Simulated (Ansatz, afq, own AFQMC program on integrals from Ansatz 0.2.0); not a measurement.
# H3O (doublet): AFQMC on the coupled-cluster ladder at distance O1–H3 along a hydrogen transfer = 1.432 Å, cc-pVTZ

How near does AFQMC come to the top of the ladder for H3O (doublet)?

Program: Ansatz 0.2.0, Gaussian basis, and an in-house AFQMC program (afq) on its integrals; all values are calculated. Level of theory: cc-pVTZ, frozen cores. These are calculated values, not measurements.

The runs, in order: PBE (unrestricted); r2SCAN (unrestricted); PBE0 (unrestricted); B3LYP (unrestricted); CCSD(T) on UHF; wB97M-V (unrestricted); B2PLYP (unrestricted); CCSDT(Q) on UHF; CCSD(T) on UHF; CCSD(T) on UHF; Phaseless AFQMC, CISD trial on UHF; Phaseless AFQMC, single-determinant trial on UHF.

## (1) The system

The geometry derives from fragments relaxed apart (PBE0/def2-TZVP) and kept rigid, so it is no stationary point. A hydrogen atom is moved between rigid fragments.

4 atoms, charge 0, spin multiplicity 2.

Atoms are counted from 1 here; the program's logs count them from 0.

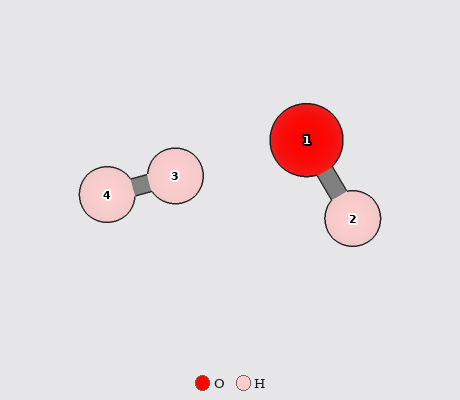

The structure; oxygen red, hydrogen pink; atoms are numbered from 1 in the order of the file.

## (2) PBE (unrestricted)

File in.yaml:

```yaml
crystal:
  periodic: [false, false, false]
  atoms:
    - {symbol: O, position_ang: [-0.178012, -0.049094, 0.000000]}
    - {symbol: H, position_ang: [-0.427322, 0.877481, 0.000000]}
    - {symbol: H, position_ang: [1.253988, -0.049094, 0.000000]}
    - {symbol: H, position_ang: [1.998988, -0.049094, 0.000000]}
basis:
  gaussian: {orbitals: cc-pVTZ}
magnetization: {spin_polarized: true, initial_magnetization: 1}
hamiltonian: {xc: {name: PBE}}
output: {orbitals: {seedname: orbitals}}
```

On the command line:

```bash
$ ansatz run in.yaml --threads 1 --pin off --events-out ev --progress --plain --max-ram 5632MiB --backend cpu
```

The program printed:

```text
Functional definition: PBE
  name "PBE"
  cite "Perdew, Burke & Ernzerhof, Phys. Rev. Lett. 77, 3865 (1996) doi:10.1103/PhysRevLett.77.3865"
  parent pbe
  parameter kappa = 0.804
  parameter beta = 0.06672455060314922
  exchange = pbe_x(kappa = kappa, mu = beta*pi^2/3)
  correlation = pbe_c(beta = beta)
347 factors; their error is unknown
mean field evaluation 1: about -2088.4236 eV, gradient 2.8e1 eV
mean field evaluation 2: about -2081.1860 eV, gradient 5.2e1 eV
mean field evaluation 4: about -2091.0606 eV, gradient 2.4e0 eV
mean field evaluation 8: about -2091.0896 eV, gradient 1.8e-2 eV
mean field evaluation 16: about -2091.0896 eV, gradient 5.7e-5 eV
mean field evaluation 32: about -2089.5978 eV, gradient 1.1e1 eV
mean field -2091.08957471 eV, -76.8461244792 hartree, gradient 3.5e-5 eV, S^2 0.753616; 4 other end points of the search recorded, 0 dependent functions left out
reference -2091.08960144 eV, -76.8461254614 hartree; 6, 5 occupied and 66, 67 virtual orbitals, 347 factors
Total energy: -2091.08960144 eV, -76.8461254614 hartree
```

Wall time 1.2 s (1 thread of AMD EPYC 7R13 (Zen 3), shared host); peak memory 1.8 GiB.

From the report: ⟨S²⟩ of the determinant 0.754 (pure doublet: 0.75).

## (3) r2SCAN (unrestricted)

Changes to in.yaml since step 2:

```diff
@@ -10,3 +10,2 @@
 magnetization: {spin_polarized: true, initial_magnetization: 1}
-hamiltonian: {xc: {name: PBE}}
-output: {orbitals: {seedname: orbitals}}
+hamiltonian: {xc: {name: r2SCAN}}
```

Same command.

The program printed:

```text
Functional definition: r2SCAN
  name "r2SCAN"
  cite "Furness, Kaplan, Ning, Perdew & Sun, J. Phys. Chem. Lett. 11, 8208 (2020) doi:10.1021/acs.jpclett.0c02405"
  cite "Furness, Kaplan, Ning, Perdew & Sun, J. Phys. Chem. Lett. 11, 9248 (2020) doi:10.1021/acs.jpclett.0c03077"
  parent r2scan
  parameter k0 = 0.174
  parameter k1 = 0.065
  parameter a1 = 4.9479
  exchange = r2scan_x(k0 = k0, k1 = k1, a1 = a1)
  correlation = r2scan_c
347 factors; their error is unknown
mean field evaluation 1: about -2090.0295 eV, gradient 2.7e1 eV
mean field evaluation 2: about -2085.7769 eV, gradient 4.3e1 eV
mean field evaluation 4: about -2092.3934 eV, gradient 1.4e0 eV
mean field evaluation 8: about -2092.3985 eV, gradient 1.7e-2 eV
mean field evaluation 16: about -2092.3985 eV, gradient 2.3e-5 eV
mean field -2092.39845344 eV, -76.8942248855 hartree, gradient 2.3e-5 eV, S^2 0.757329; 1 other end points of the search recorded, 0 dependent functions left out
reference -2092.39846158 eV, -76.8942251844 hartree; 6, 5 occupied and 66, 67 virtual orbitals, 347 factors
Total energy: -2092.39846158 eV, -76.8942251844 hartree
```

Run time: 1.1 s. Hardware: 1 thread of AMD EPYC 7R13 (Zen 3), shared host; peak memory 1.8 GiB.

From the report: ⟨S²⟩ of the determinant 0.757 (pure doublet: 0.75).

## (4) PBE0 (unrestricted)

Changes to in.yaml since step 3:

```diff
@@ -10,2 +10,3 @@
 magnetization: {spin_polarized: true, initial_magnetization: 1}
-hamiltonian: {xc: {name: r2SCAN}}
+hamiltonian: {xc: {name: PBE0}}
+output: {orbitals: {seedname: orbitals}}
```

Launched as before.

The program printed:

```text
Functional definition: PBE0
  name "PBE0"
  cite "Adamo & Barone, J. Chem. Phys. 110, 6158 (1999) doi:10.1063/1.478522"
  cite "Perdew, Burke & Ernzerhof, Phys. Rev. Lett. 77, 3865 (1996) doi:10.1103/PhysRevLett.77.3865"
  parent pbe
  parameter a = 0.25
  parameter kappa = 0.804
  parameter beta = 0.06672455060314922
  exchange = (1 - a)*pbe_x(kappa = kappa, mu = beta*pi^2/3) + a*exact_x
  correlation = pbe_c(beta = beta)
347 factors; their error is unknown
mean field evaluation 1: about -2088.9628 eV, gradient 2.5e1 eV
mean field evaluation 2: about -2086.7385 eV, gradient 3.5e1 eV
mean field evaluation 4: about -2091.0771 eV, gradient 4.2e-1 eV
mean field evaluation 8: about -2091.0768 eV, gradient 1.3e-2 eV
mean field evaluation 16: about -2090.5803 eV, gradient 6.2e0 eV
mean field -2091.07675282 eV, -76.8456532833 hartree, gradient 1.5e-5 eV, S^2 0.756905; 1 other end points of the search recorded, 0 dependent functions left out
reference -2091.07677222 eV, -76.8456539963 hartree; 6, 5 occupied and 66, 67 virtual orbitals, 347 factors
Total energy: -2091.07677222 eV, -76.8456539963 hartree
```

Wall time 0.67 s (1 thread of AMD EPYC 7R13 (Zen 3), shared host); peak memory 1.8 GiB.

From the report: ⟨S²⟩ of the determinant 0.757 (pure doublet: 0.75).

## (5) B3LYP (unrestricted)

Changes to in.yaml since step 4:

```diff
@@ -10,3 +10,2 @@
 magnetization: {spin_polarized: true, initial_magnetization: 1}
-hamiltonian: {xc: {name: PBE0}}
-output: {orbitals: {seedname: orbitals}}
+hamiltonian: {xc: {name: B3LYP}}
```

Launched as before.

The program printed, shortened:

```text
Functional definition: B3LYP
  name "B3LYP"
  cite "Stephens, Devlin, Chabalowski & Frisch, J. Phys. Chem. 98, 11623 (1994) doi:10.1021/j100096a001"
  cite "Becke, Phys. Rev. A 38, 3098 (1988) doi:10.1103/PhysRevA.38.3098"
  cite "Lee, Yang & Parr, Phys. Rev. B 37, 785 (1988) doi:10.1103/PhysRevB.37.785"
  cite "Vosko, Wilk & Nusair, Can. J. Phys. 58, 1200 (1980) doi:10.1139/p80-159"
[...]
347 factors; their error is unknown
[...]
mean field -2093.62849150 eV, -76.9394279502 hartree, gradient 2.7e-5 eV, S^2 0.755820; 1 other end points of the search recorded, 0 dependent functions left out
reference -2093.62866046 eV, -76.9394341596 hartree; 6, 5 occupied and 66, 67 virtual orbitals, 347 factors
Total energy: -2093.62866046 eV, -76.9394341596 hartree
```

It took 0.79 s on 1 thread of AMD EPYC 7R13 (Zen 3), shared host; peak memory 1.8 GiB.

From the report: ⟨S²⟩ of the determinant 0.756 (pure doublet: 0.75).

## (6) CCSD(T) on UHF

Changes to in.yaml since step 5:

```diff
@@ -10,2 +10,2 @@
 magnetization: {spin_polarized: true, initial_magnetization: 1}
-hamiltonian: {xc: {name: B3LYP}}
+correlation: {method: ccsd_t, electrons: outside_noble_gas, hamiltonian_folder: ham}
```

On the command line:

```bash
$ ansatz run in.yaml --threads 1 --pin off --events-out ev --progress --plain --max-ram 16896MiB --backend cuda --devices 0, --max-vram 18GiB
```

The program printed, shortened:

```text
Functional definition: HF
  name "HF"
  cite "Fock, Z. Phys. 61, 126 (1930) doi:10.1007/BF01340294"
  parent pbe
[...]
406 factors; integrals over basis functions are off by at most 1.2e-3 eV
[...]
mean field -2082.37371886 eV, -76.5258226846 hartree, gradient 8.7e-6 eV, S^2 0.767169; 6 other end points of the search recorded, 0 dependent functions left out
determinant -2082.37371886 eV, -76.5258226846 hartree, with singles and doubles -2089.65103344 eV, -76.7932590626 hartree
determinant -2081.90032051 eV, -76.5084256162 hartree, with singles and doubles -2089.00240960 eV, -76.7694225763 hartree
1 core orbitals not correlated: weight in the atoms' cores, before any rotation towards them, 1.000 or more for the frozen orbitals, at most 0.000 for the correlated occupied ones
reference -2082.37371886 eV, -76.5258226846 hartree; 5, 4 occupied and 66, 67 virtual orbitals, 406 factors
second order -6.63815067 eV of doubles, -0.00000000 eV of singles
cycle   1  -7.19079599 eV  change   -7.2e-1 eV  update   1.7e-2
[...]
cycle  11  -7.21547953 eV  change    1.3e-6 eV  update   3.3e-6
perturbative correction -0.18257475 eV, -0.0067094985 hartree
Total energy: -2089.77177314 eV, -76.7976961648 hartree
```

Run time: 6 s. Hardware: 1 × NVIDIA H100 80GB HBM3 with 1 thread of AMD EPYC 7R13 (Zen 3), shared host; peak host memory 1.8 GiB.

From the report: ⟨S²⟩ of the determinant 0.767 (pure doublet: 0.75); correlation -7.3981 eV; T1 0.021; largest double amplitude 0.04.

This run also writes the integrals to the folder ham.

## (7) wB97M-V (unrestricted)

Changes to in.yaml since step 6:

```diff
@@ -10,2 +10,3 @@
 magnetization: {spin_polarized: true, initial_magnetization: 1}
-correlation: {method: ccsd_t, electrons: outside_noble_gas, hamiltonian_folder: ham}
+hamiltonian: {xc: {name: wB97M-V}}
+output: {orbitals: {seedname: orbitals}}
```

On the command line:

```bash
$ ansatz run in.yaml --threads 1 --pin off --events-out ev --progress --plain --max-ram 5632MiB --backend cpu
```

The program printed, shortened:

```text
Functional definition: wB97M-V
  name "wB97M-V"
  cite "Mardirossian & Head-Gordon, J. Chem. Phys. 144, 214110 (2016) doi:10.1063/1.4952647"
  cite "Becke, J. Chem. Phys. 107, 8554 (1997) doi:10.1063/1.475007"
  cite "Vydrov & Van Voorhis, J. Chem. Phys. 133, 244103 (2010) doi:10.1063/1.3521275"
  # Of w^i u^j: cxij and so on, Table III.
[...]
  gx(w, u) = 1 - cx + cx01*u + cx10*w
  gss(w, u) = css00 + css04*u^4 + css10*w + css20*w^2 + css43*w^4*u^3
  gos(w, u) = cos00 + cos10*w + (cos20 + cos21*u)*w^2 + (cos60 + cos61*u)*w^6
[...]
      + integral(e_c_pw_mod_opposite_spin*gos(b97_w_opposite, b97_u_opposite)) + vv10(b, c)
347 factors; their error is unknown
90 factors; integrals over basis functions are off by at most 2.6e-5 eV
[...]
mean field -2092.26375372 eV, -76.8892747619 hartree, gradient 2.4e-5 eV, S^2 0.755397; 1 other end points of the search recorded, 0 dependent functions left out
reference -2092.26378152 eV, -76.8892757836 hartree; 6, 5 occupied and 66, 67 virtual orbitals, 347 factors
Total energy: -2092.26378152 eV, -76.8892757836 hartree
```

It took 3.7 s on 1 thread of AMD EPYC 7R13 (Zen 3), shared host; peak memory 1.8 GiB.

From the report: ⟨S²⟩ of the determinant 0.755 (pure doublet: 0.75).

## (8) B2PLYP (unrestricted)

Changes to in.yaml since step 7:

```diff
@@ -10,3 +10,3 @@
 magnetization: {spin_polarized: true, initial_magnetization: 1}
-hamiltonian: {xc: {name: wB97M-V}}
-output: {orbitals: {seedname: orbitals}}
+hamiltonian: {xc: {name: B2PLYP}}
+correlation: {electrons: outside_noble_gas}
```

The command is unchanged.

The program printed, shortened:

```text
Functional definition: B2PLYP
  name "B2PLYP"
  cite "Grimme, J. Chem. Phys. 124, 034108 (2006) doi:10.1063/1.2148954"
  cite "Becke, Phys. Rev. A 38, 3098 (1988) doi:10.1103/PhysRevA.38.3098"
  cite "Lee, Yang & Parr, Phys. Rev. B 37, 785 (1988) doi:10.1103/PhysRevB.37.785"
[...]
406 factors; integrals over basis functions are off by at most 1.2e-3 eV
[...]
mean field -2089.71319094 eV, -76.7955433087 hartree, gradient 9.3e-6 eV, S^2 0.760768; 2 other end points of the search recorded, 0 dependent functions left out
1 core orbitals not correlated: weight in the atoms' cores, before any rotation towards them, 1.000 or more for the frozen orbitals, at most 0.000 for the correlated occupied ones
reference -2089.71329565 eV, -76.7955471565 hartree; 5, 4 occupied and 66, 67 virtual orbitals, 406 factors
second order -8.05121106 eV of doubles, -0.00000000 eV of singles
Total energy: -2091.88712263 eV, -76.8754338248 hartree
```

Run time: 1 s. Hardware: 1 thread of AMD EPYC 7R13 (Zen 3), shared host; peak memory 1.8 GiB.

From the report: ⟨S²⟩ of the determinant 0.761 (pure doublet: 0.75).

## (9) CCSDT(Q) on UHF

Changes to in.yaml since step 8:

```diff
@@ -10,3 +10,2 @@
 magnetization: {spin_polarized: true, initial_magnetization: 1}
-hamiltonian: {xc: {name: B2PLYP}}
-correlation: {electrons: outside_noble_gas}
+correlation: {method: ccsdt_q, electrons: outside_noble_gas}
```

On the command line:

```bash
$ ansatz run in.yaml --threads 1 --pin off --events-out ev --progress --plain --max-ram 16896MiB --backend cuda --devices 0, --max-vram 18GiB
```

The program printed, shortened:

```text
Functional definition: HF
  name "HF"
  cite "Fock, Z. Phys. 61, 126 (1930) doi:10.1007/BF01340294"
  parent pbe
[...]
856 factors; integrals over basis functions are off by at most 2.4e-7 eV
[...]
mean field -2082.37372788 eV, -76.5258230158 hartree, gradient 8.3e-6 eV, S^2 0.767169; 6 other end points of the search recorded, 0 dependent functions left out
determinant -2082.37372788 eV, -76.5258230158 hartree, with singles and doubles -2089.65106104 eV, -76.7932600768 hartree
determinant -2081.90032632 eV, -76.5084258296 hartree, with singles and doubles -2089.00243167 eV, -76.7694233873 hartree
1 core orbitals not correlated: weight in the atoms' cores, before any rotation towards them, 1.000 or more for the frozen orbitals, at most 0.000 for the correlated occupied ones
reference -2082.37372788 eV, -76.5258230158 hartree; 5, 4 occupied and 66, 67 virtual orbitals, 856 factors
second order -6.63817104 eV of doubles, -0.00000000 eV of singles
cycle   1  -6.96976441 eV  change   -3.3e-1 eV  update   6.0e-2
[...]
cycle  17  -7.41070174 eV  change   -8.8e-7 eV  update   5.4e-7
perturbative correction -0.00713395 eV, -0.0002621680 hartree
Total energy: -2089.79156357 eV, -76.7984234497 hartree
```

Run time: 6 s. Hardware: 1 × NVIDIA H100 80GB HBM3 with 1 thread of AMD EPYC 7R13 (Zen 3), shared host; peak host memory 1.8 GiB.

From the report: ⟨S²⟩ of the determinant 0.767 (pure doublet: 0.75); correlation -7.4178 eV; T1 0.022; largest double amplitude 0.04.

(Part 1 of 2 ends here.)
